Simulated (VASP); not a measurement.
Data:

```
IrO2
1.0
    4.63270     0.00000     0.00000
    0.00000     4.63270     0.00000
    0.00000     0.00000     3.26333
Ir O
2 4
Direct
  0.00000   0.00000   0.00000
  0.50000   0.50000   0.50000
  0.30812   0.30812   0.00000
  0.80812   0.19188   0.50000
  0.19188   0.80812   0.50000
  0.69188   0.69188   0.00000
```

Computed with vdW-DF2, VASP's PBE PAW potentials (set 64) (plane waves; VASP 6.6.1). Numerical set-up: 520 eV cut-off, 8×8×11 Γ-centred mesh, tetrahedra with Blöchl corrections, potentials Ir O.

Unless said otherwise, spin-orbit coupling is left out, though it shifts the bands of the heavy elements here.

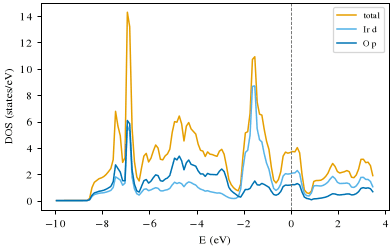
Fig. 1. Total and projected density of states, zero at the Fermi level

Within 2 eV below the Fermi level the largest weight inside VASP's projection spheres is Ir d, then O p.

It has no gap at this level: it comes out as a metal or semimetal.

The compound is IrO2 in the rutile structure. It was relaxed first, which changed the volume by +10 %.
